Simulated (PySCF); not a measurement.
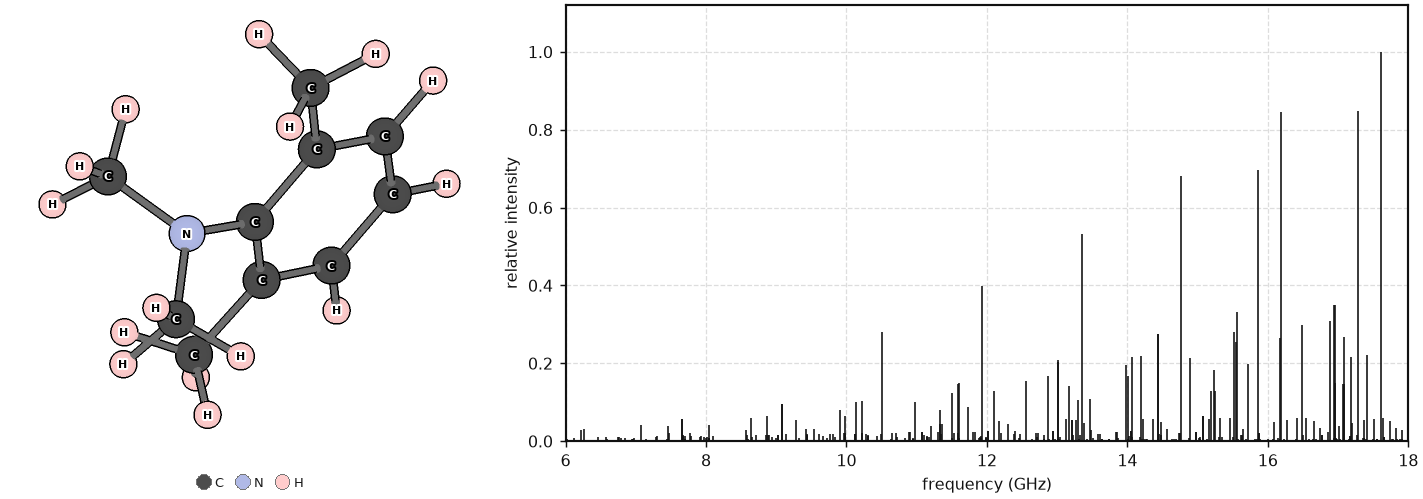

C₁₀H₁₅N, SMILES Cc1cccc(C)c1N(C)C. Simulated rotational absorption lines between 6 and 18 GHz at 10 K: rigid rotor with the equilibrium constants and dipole of one optimised conformer (PBE0-D3(BJ)/def2-SVP, PySCF), commonest isotopes; no centrifugal distortion, hyperfine structure, internal rotation or nuclear-spin weights; lines within 1 MHz of each other are summed.

Q: What are the rotational constants, and what kind of rotor is it?

A: Rotational constants A, B, C = 1.476, 1.096, 0.7114 GHz; Ray's κ = 0.01, an asymmetric top midway between the limits.

Q: Which dipole components drive the lines?

A:
|μa|, |μb|, |μc| = 0.87, 0.15, 0.12 D; a-type lines carry 97 % of the intensity in this range.

Known limits of this run: coarse grid, loose stop and no frequency check, small forces are noise and the end may be a saddle.
